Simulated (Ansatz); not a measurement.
# GeH₃O (doublet): correlated methods under varied settings

What do other methods and options give for GeH₃O (doublet) at this geometry, and how long do they take?

Program: Ansatz 0.2.0, Gaussian basis. Level of theory: the settings change from run to run. These are calculated values, not measurements.

16 further runs of the same task are left out: 1 for a known fault of the program, 3 that didn't finish, 12 set aside as unsound or not needed.

**1. The system**

The geometry is a PBE0/def2-TZVP stationary point (not a proven minimum). No spin-orbit coupling is included. The filled d shell of Ge may be among the frozen orbitals whatever the setting's name suggests; the logs give the count.

5 atoms, charge 0, spin multiplicity 2.

Atoms are counted from 1 here; the program's logs count them from 0.

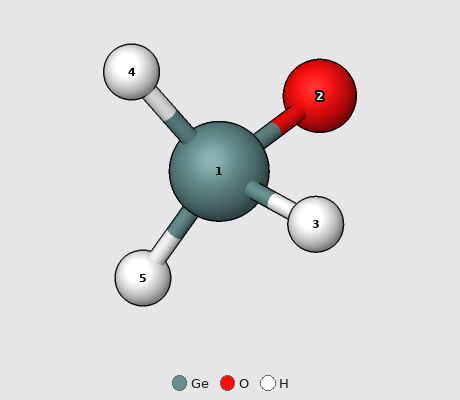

The structure; germanium teal, oxygen red, hydrogen white; atoms are numbered from 1 in the order of the file.

**2. MP2 on ROHF/6-31G**

in.yaml reads:

```yaml
crystal:
  periodic: [false, false, false]
  atoms:
    - {symbol: Ge, position_ang: [0.001596, 0.000000, 0.298312]}
    - {symbol: O, position_ang: [-0.015648, -0.000001, -1.496535]}
    - {symbol: H, position_ang: [1.506240, 0.000114, 0.613871]}
    - {symbol: H, position_ang: [-0.686530, 1.270175, 0.821236]}
    - {symbol: H, position_ang: [-0.686338, -1.270279, 0.821236]}
basis:
  gaussian: {orbitals: 6-31G}
magnetization: {spin_polarized: false, initial_magnetization: 1}
correlation: {method: mp2, electrons: valence}
accuracy: high
output: {forces: true}
```

The run is started by

```console
ansatz run in.yaml --threads 1 --pin off --events-out ev --progress --plain --max-ram 2393MiB
```

What it wrote, shortened:

```text
Functional definition: HF
  name "HF"
  cite "Fock, Z. Phys. 61, 126 (1930) doi:10.1007/BF01340294"
  parent pbe
[...]
826 factors; integrals over basis functions are off by at most 4.1e-9 eV
[...]
mean field -58546.68503051 eV, -2151.5509905029 hartree, gradient 2.9e-8 eV, S^2 0.750000; 9 other end points of the search recorded, 0 dependent functions left out
[...]
10 core orbitals not correlated: weight in the atoms' cores, before any rotation towards them, 1.000 or more for the frozen orbitals, at most 0.000 for the correlated occupied ones
reference -58546.68503051 eV, -2151.5509905029 hartree; 12, 11 occupied and 22, 23 virtual orbitals, 826 factors
second order -8.20860381 eV of doubles, -0.01719879 eV of singles
[...]
Total energy: -58554.91083311 eV, -2151.8532831725 hartree
Atom 0 at     0.001596     0.000000     0.298312 Å, force     0.038771     0.000003     1.504516 eV/Å
Atom 1 at    -0.015648    -0.000001    -1.496535 Å, force    -0.004716    -0.000000    -1.668081 eV/Å
Atom 2 at     1.506240     0.000114     0.613871 Å, force     0.045399     0.000003     0.029651 eV/Å
Atom 3 at    -0.686530     1.270175     0.821236 Å, force    -0.039730     0.042400     0.066957 eV/Å
Atom 4 at    -0.686338    -1.270279     0.821236 Å, force    -0.039724    -0.042407     0.066957 eV/Å
Dipole moment:    -0.001870    -0.000000     0.531349 e Å
```

Run time: 2.7 s. Hardware: 1 thread of Intel Xeon 6975P-C, shared host.

**3. CISD/STO-3G**

Edit in.yaml of step 2 so:

```diff
@@ -9,6 +9,5 @@
 basis:
-  gaussian: {orbitals: 6-31G}
+  gaussian: {orbitals: STO-3G, point_charges: [{charge: 0.50, position_ang: [4.388, -0.204, -0.906]}]}
 magnetization: {spin_polarized: false, initial_magnetization: 1}
-correlation: {method: mp2, electrons: valence}
-accuracy: high
-output: {forces: true}
+correlation: {active_space: {ras: {orbitals: [11, 1, 4], electrons: 23, max_holes: 2, max_particles: 2}, fixed_orbitals: true}}
+scf: {lower_state_search: light}
```

The command is unchanged.

What it wrote:

```text
Functional definition: HF
  name "HF"
  cite "Fock, Z. Phys. 61, 126 (1930) doi:10.1007/BF01340294"
  parent pbe
  exchange = exact_x
  correlation = 0
293 factors; integrals over basis functions are off by at most 2.7e-5 eV
mean field evaluation 1: about -57882.2750 eV, gradient 2.4e1 eV
mean field evaluation 2: about -57882.2933 eV, gradient 2.4e1 eV
mean field evaluation 4: about -57887.3144 eV, gradient 2.1e0 eV
mean field evaluation 8: about -57887.3434 eV, gradient 2.0e-2 eV
mean field evaluation 16: about -57887.3418 eV, gradient 1.4e-3 eV
mean field evaluation 32: about -57887.3453 eV, gradient 2.4e-6 eV
mean field evaluation 64: about -57887.3452 eV, gradient 1.7e-2 eV
mean field -57887.34528231 eV, -2127.3207016731 hartree, gradient 7.9e-10 eV, S^2 0.750000; 4 other end points of the search recorded, 0 dependent functions left out
reference -57887.34528231 eV, -2127.3207016731 hartree; 22, 21 occupied and 4, 5 virtual orbitals, 293 factors
state -57889.41327185 eV, -2127.3966988869 hartree
Total energy: -57889.41327185 eV, -2127.3966988869 hartree
```

It took 0.42 s on 1 thread of Intel Xeon 6975P-C, shared host.

From the report: 5,296 determinants.

**4. CCSD on ROHF/STO-3G**

in.yaml reads:

```yaml
crystal:
  periodic: [false, false, false]
  atoms:
    - {symbol: Ge, position_ang: [0.001596, 0.000000, 0.298312]}
    - {symbol: O, position_ang: [-0.015648, -0.000001, -1.496535]}
    - {symbol: H, position_ang: [1.506240, 0.000114, 0.613871]}
    - {symbol: H, position_ang: [-0.686530, 1.270175, 0.821236]}
    - {symbol: H, position_ang: [-0.686338, -1.270279, 0.821236]}
basis:
  gaussian: {orbitals: STO-3G}
magnetization: {spin_polarized: false, initial_magnetization: 1}
correlation: {method: ccsd, electrons: outside_noble_gas}
accuracy: high
scf: {omitted_lower_state_checks: [cluster_reference]}
output: {forces: true}
```

Launched as before.

What it wrote, shortened:

```text
Functional definition: HF
  name "HF"
  cite "Fock, Z. Phys. 61, 126 (1930) doi:10.1007/BF01340294"
  parent pbe
[...]
386 factors; integrals over basis functions are off by at most 6.3e-9 eV
[...]
mean field -57887.33803776 eV, -2127.3204354406 hartree, gradient 5.6e-8 eV, S^2 0.750000; 6 other end points of the search recorded, 0 dependent functions left out
15 core orbitals not correlated, not the lowest: weight in the atoms' cores, before any rotation towards them, 0.849 or more for the frozen orbitals, at most 0.132 for the correlated occupied ones
reference -57887.33803776 eV, -2127.3204354406 hartree; 7, 6 occupied and 4, 5 virtual orbitals, 386 factors
second order -1.38108408 eV of doubles, -0.01367792 eV of singles
cycle   1  -1.80789231 eV  change   -4.1e-1 eV  update   6.1e-2
[...]
cycle  25  -2.07953685 eV  change   8.0e-10 eV  update   1.2e-9
[...]
Total energy: -57889.41757460 eV, -2127.3968570101 hartree
Atom 0 at     0.001596     0.000000     0.298312 Å, force     0.270179     0.000020     1.550580 eV/Å
Atom 1 at    -0.015648    -0.000001    -1.496535 Å, force    -0.106672    -0.000008    -0.885168 eV/Å
Atom 2 at     1.506240     0.000114     0.613871 Å, force    -1.348489    -0.000102    -0.039905 eV/Å
Atom 3 at    -0.686530     1.270175     0.821236 Å, force     0.592577    -1.130430    -0.312754 eV/Å
Atom 4 at    -0.686338    -1.270279     0.821236 Å, force     0.592406     1.130520    -0.312754 eV/Å
Dipole moment:    -0.002486    -0.000000     0.231523 e Å
Checks for a lower state left out: cluster_reference
```

Run time: 0.6 s. Hardware: 1 thread of Intel Xeon 6975P-C, shared host.

From the report: correlation -2.0795 eV; T1 0.013; largest double amplitude 0.08.

**5. MP2 on ROHF/cc-pVDZ**

Edit in.yaml of step 4 so:

```diff
@@ -9,7 +9,4 @@
 basis:
-  gaussian: {orbitals: STO-3G}
+  gaussian: {orbitals: cc-pVDZ}
 magnetization: {spin_polarized: false, initial_magnetization: 1}
-correlation: {method: ccsd, electrons: outside_noble_gas}
-accuracy: high
-scf: {omitted_lower_state_checks: [cluster_reference]}
-output: {forces: true}
+correlation: {method: mp2, electrons: valence}
```

Same command.

What it wrote, shortened:

```text
Functional definition: HF
  name "HF"
  cite "Fock, Z. Phys. 61, 126 (1930) doi:10.1007/BF01340294"
  parent pbe
[...]
584 factors; integrals over basis functions are off by at most 9.9e-4 eV
[...]
mean field -58556.06928544 eV, -2151.8958555107 hartree, gradient 2.3e-6 eV, S^2 0.750000; 9 other end points of the search recorded, 0 dependent functions left out
[...]
10 core orbitals not correlated: weight in the atoms' cores, before any rotation towards them, 1.000 or more for the frozen orbitals, at most 0.000 for the correlated occupied ones
reference -58556.06928544 eV, -2151.8958555107 hartree; 12, 11 occupied and 34, 35 virtual orbitals, 584 factors
second order -7.13098637 eV of doubles, -0.07335407 eV of singles
Total energy: -58563.27362588 eV, -2152.1606101386 hartree
```

Wall time 2.6 s (1 thread of Intel Xeon 6975P-C, shared host).

**6. BCCD(T) on ROHF/cc-pVDZ**

Edit in.yaml of step 5 so:

```diff
@@ -11,2 +11,3 @@
 magnetization: {spin_polarized: false, initial_magnetization: 1}
-correlation: {method: mp2, electrons: valence}
+correlation: {method: bccd_t, electrons: outside_noble_gas}
+scf: {omitted_lower_state_checks: [cluster_reference]}
```

The command is unchanged.

What it wrote, shortened:

```text
Functional definition: HF
  name "HF"
  cite "Fock, Z. Phys. 61, 126 (1930) doi:10.1007/BF01340294"
  parent pbe
[...]
584 factors; integrals over basis functions are off by at most 9.9e-4 eV
[...]
mean field -58556.06928544 eV, -2151.8958555107 hartree, gradient 2.3e-6 eV, S^2 0.750000; 9 other end points of the search recorded, 0 dependent functions left out
15 core orbitals not correlated: weight in the atoms' cores, before any rotation towards them, 0.991 or more for the frozen orbitals, at most 0.008 for the correlated occupied ones
reference -58556.06928544 eV, -2151.8958555107 hartree; 7, 6 occupied and 34, 35 virtual orbitals, 584 factors
second order -6.59265283 eV of doubles, -0.07321157 eV of singles
cycle   1  -7.31525767 eV  change   -6.5e-1 eV  update   7.1e-2
[...]
cycle  14  -7.60155253 eV  change    1.1e-5 eV  update   1.0e-5
perturbative correction -0.15755971 eV, -0.0057902126 hartree
Total energy: -58563.82839768 eV, -2152.1809976263 hartree
Checks for a lower state left out: cluster_reference
```

Run time: 2.7 s. Hardware: 1 thread of Intel Xeon 6975P-C, shared host.

From the report: correlation -7.7591 eV; largest double amplitude 0.03.

**7. CCSD(T) on UHF/STO-3G**

Edit in.yaml of step 6 so:

```diff
@@ -9,5 +9,5 @@
 basis:
-  gaussian: {orbitals: cc-pVDZ}
-magnetization: {spin_polarized: false, initial_magnetization: 1}
-correlation: {method: bccd_t, electrons: outside_noble_gas}
-scf: {omitted_lower_state_checks: [cluster_reference]}
+  gaussian: {orbitals: STO-3G}
+magnetization: {spin_polarized: true, initial_magnetization: 1}
+correlation: {method: ccsd_t, electrons: outside_noble_gas}
+output: {forces: true}
```

The command is unchanged.

What it wrote, shortened:

```text
Functional definition: HF
  name "HF"
  cite "Fock, Z. Phys. 61, 126 (1930) doi:10.1007/BF01340294"
  parent pbe
[...]
293 factors; integrals over basis functions are off by at most 2.6e-5 eV
[...]
mean field -57887.37390078 eV, -2127.3217533822 hartree, gradient 2.8e-6 eV, S^2 0.758172; 7 other end points of the search recorded, 0 dependent functions left out
determinant -57887.37390078 eV, -2127.3217533822 hartree, with singles and doubles -57889.41688565 eV, -2127.3968316914 hartree
determinant -57887.33630099 eV, -2127.3203716156 hartree, with singles and doubles -57889.37470942 eV, -2127.3952817438 hartree
determinant -57887.37390078 eV, -2127.3217533822 hartree, with singles and doubles -57889.41788936 eV, -2127.3968685771 hartree
determinant -57887.33630099 eV, -2127.3203716156 hartree, with singles and doubles -57889.37565975 eV, -2127.3953166676 hartree
[...]
reference -57887.37390078 eV, -2127.3217533822 hartree; 7, 6 occupied and 4, 5 virtual orbitals, 293 factors
second order -1.37148764 eV of doubles, -0.00000000 eV of singles
cycle   1  -2.04398604 eV  change    2.5e-6 eV  update   4.2e-6
[...]
cycle   9  -2.04398350 eV  change   3.5e-11 eV  update   1.6e-8
perturbative correction -0.03190210 eV, -0.0011723807 hartree
[...]
Total energy: -57889.44978638 eV, -2127.3980407711 hartree
Atom 0 at     0.001596     0.000000     0.298312 Å, force     0.274309     0.000021     1.499251 eV/Å
Atom 1 at    -0.015648    -0.000001    -1.496535 Å, force    -0.103372    -0.000008    -0.859575 eV/Å
Atom 2 at     1.506240     0.000114     0.613871 Å, force    -1.333626    -0.000101    -0.037506 eV/Å
Atom 3 at    -0.686530     1.270175     0.821236 Å, force     0.581429    -1.114664    -0.301085 eV/Å
Atom 4 at    -0.686338    -1.270279     0.821236 Å, force     0.581260     1.114752    -0.301085 eV/Å
Dipole moment:    -0.002090    -0.000000     0.228857 e Å
```

It took 0.75 s on 1 thread of Intel Xeon 6975P-C, shared host.

From the report: ⟨S²⟩ of the determinant 0.758 (pure doublet: 0.75); correlation -2.0759 eV; T1 0.010; largest double amplitude 0.06.

**8. CASCI(5,4)/STO-3G**

Edit in.yaml of step 7 so:

```diff
@@ -9,5 +9,4 @@
 basis:
-  gaussian: {orbitals: STO-3G}
-magnetization: {spin_polarized: true, initial_magnetization: 1}
-correlation: {method: ccsd_t, electrons: outside_noble_gas}
-output: {forces: true}
+  gaussian: {orbitals: STO-3G, point_charges: [{charge: 1.00, position_ang: [4.947, 0.514, -0.441]}]}
+magnetization: {spin_polarized: false, initial_magnetization: 1}
+correlation: {active_space: {window: {electrons: 5, orbitals: 4}, fixed_orbitals: true}}
```

Same command.

What it wrote:

```text
Functional definition: HF
  name "HF"
  cite "Fock, Z. Phys. 61, 126 (1930) doi:10.1007/BF01340294"
  parent pbe
  exchange = exact_x
  correlation = 0
293 factors; integrals over basis functions are off by at most 2.7e-5 eV
mean field evaluation 1: about -57882.2427 eV, gradient 2.4e1 eV
mean field evaluation 2: about -57882.2611 eV, gradient 2.4e1 eV
mean field evaluation 4: about -57887.3373 eV, gradient 2.1e0 eV
mean field evaluation 8: about -57887.3677 eV, gradient 1.4e-2 eV
mean field evaluation 16: about -57887.3662 eV, gradient 1.0e-6 eV
mean field evaluation 32: about -57887.3662 eV, gradient 4.7e-2 eV
mean field -57887.36622134 eV, -2127.3214711682 hartree, gradient 1.0e-6 eV, S^2 0.750000; 4 other end points of the search recorded, 0 dependent functions left out
reference -57887.36622134 eV, -2127.3214711682 hartree; 22, 21 occupied and 4, 5 virtual orbitals, 293 factors
state -57887.58976911 eV, -2127.3296863971 hartree
Total energy: -57887.58976911 eV, -2127.3296863971 hartree
```

Run time: 0.27 s. Hardware: 1 thread of Intel Xeon 6975P-C, shared host.

From the report: 24 determinants; active occupations 2.00, 1.99, 1.00, 0.01.

**9. HF/6-31G**

Edit in.yaml of step 8 so:

```diff
@@ -9,4 +9,5 @@
 basis:
-  gaussian: {orbitals: STO-3G, point_charges: [{charge: 1.00, position_ang: [4.947, 0.514, -0.441]}]}
+  gaussian: {orbitals: 6-31G}
 magnetization: {spin_polarized: false, initial_magnetization: 1}
-correlation: {active_space: {window: {electrons: 5, orbitals: 4}, fixed_orbitals: true}}
+hamiltonian: {xc: hf}
+output: {orbitals: {seedname: orbitals}}
```

Same command.

What it wrote:

```text
Functional definition: HF
  name "HF"
  cite "Fock, Z. Phys. 61, 126 (1930) doi:10.1007/BF01340294"
  parent pbe
  exchange = exact_x
  correlation = 0
424 factors; integrals over basis functions are off by at most 4.3e-4 eV
mean field evaluation 1: about -58538.1265 eV, gradient 4.1e1 eV
mean field evaluation 2: about -58538.1301 eV, gradient 4.1e1 eV
mean field evaluation 4: about -58545.8465 eV, gradient 1.1e1 eV
mean field evaluation 8: about -58546.6842 eV, gradient 3.6e-1 eV
mean field evaluation 16: about -58546.6845 eV, gradient 8.8e-6 eV
mean field evaluation 32: about -58546.6167 eV, gradient 1.5e0 eV
mean field evaluation 64: about -58545.7908 eV, gradient 1.1e1 eV
mean field evaluation 96: about -58546.6422 eV, gradient 6.4e-1 eV
mean field -58546.68449517 eV, -2151.5509708295 hartree, gradient 1.8e-6 eV, S^2 0.750000; 3 other end points of the search recorded, 0 dependent functions left out
reference -58546.68449517 eV, -2151.5509708295 hartree; 22, 21 occupied and 22, 23 virtual orbitals, 424 factors
Total energy: -58546.68449517 eV, -2151.5509708295 hartree
```

Wall time 0.6 s (1 thread of Intel Xeon 6975P-C, shared host).

**10. CISD/cc-pVDZ**

Edit in.yaml of step 9 so:

```diff
@@ -9,5 +9,5 @@
 basis:
-  gaussian: {orbitals: 6-31G}
+  gaussian: {orbitals: cc-pVDZ}
 magnetization: {spin_polarized: false, initial_magnetization: 1}
-hamiltonian: {xc: hf}
-output: {orbitals: {seedname: orbitals}}
+correlation: {active_space: {ras: {orbitals: [6, 1, 34], electrons: 13, max_holes: 2, max_particles: 2}, fixed_orbitals: true}}
+scf: {lower_state_search: off}
```

The command is unchanged.

What it wrote:

```text
Functional definition: HF
  name "HF"
  cite "Fock, Z. Phys. 61, 126 (1930) doi:10.1007/BF01340294"
  parent pbe
  exchange = exact_x
  correlation = 0
these checks for a lower state are left out or cut short: stability, starts, cluster_reference, orbital_swaps, neighbouring_geometries, increment
584 factors; integrals over basis functions are off by at most 9.9e-4 eV
mean field evaluation 1: about -58548.3081 eV, gradient 3.9e1 eV
mean field evaluation 2: about -58548.3117 eV, gradient 3.9e1 eV
mean field evaluation 4: about -58555.3172 eV, gradient 1.0e1 eV
mean field evaluation 8: about -58556.0683 eV, gradient 3.1e-1 eV
mean field -58556.06928544 eV, -2151.8958555107 hartree, gradient 2.3e-6 eV, S^2 0.750000; 0 other end points of the search recorded, 0 dependent functions left out
reference -58556.06928544 eV, -2151.8958555107 hartree; 22, 21 occupied and 34, 35 virtual orbitals, 584 factors
state -58563.10060599 eV, -2152.1542517750 hartree
Total energy: -58563.10060599 eV, -2152.1542517750 hartree
Checks for a lower state left out: stability, starts, cluster_reference, orbital_swaps, neighbouring_geometries, increment
```

Run time: 2.4 s. Hardware: 1 thread of Intel Xeon 6975P-C, shared host.

From the report: 54,703 determinants.

**11. All runs side by side**

Where basis and cores are those of an earlier UCCSDT(Q)/cc-pVDZ run (-58563.8658 eV), and the state is the same kind, the miss against it is given.

```csv
level,correlated,functions,energy (eV),from UCCSDT(Q) (meV),time
MP2 on ROHF/6-31G,valence,44,-58554.9108,,2.7 s
CISD/STO-3G (beside a point charge),valence,26,-57889.4133,,0.42 s
CCSD on ROHF/STO-3G,outside noble gas,26,-57889.4176,,0.6 s
MP2 on ROHF/cc-pVDZ,valence,56,-58563.2736,,2.6 s
BCCD(T) on ROHF/cc-pVDZ,outside noble gas,56,-58563.8284,37.4,2.7 s
CCSD(T) on UHF/STO-3G,outside noble gas,26,-57889.4498,,0.75 s
"CASCI(5,4)/STO-3G (beside a point charge)",,26,-57887.5898,,0.27 s
HF/6-31G,,44,-58546.6845,,0.6 s
CISD/cc-pVDZ,outside noble gas,56,-58563.1006,765.2,2.4 s
```

**12. Outcome**

| quantity | value |
| --- | --- |
| runs | 9 |
| quickest | CASCI(5,4)/STO-3G (beside a point charge), 0.27 s |
| slowest | MP2 on ROHF/6-31G, 2.7 s |

What this shows: Total energies in different bases, with other cores or another treatment of relativity can't be set against each other. MP2 on ROHF/6-31G took 10 times as long as CASCI(5,4)/STO-3G (beside a point charge); the jobs differ in more than the method. Among the correlated runs with a miss given, it spans +37 to +765 meV.
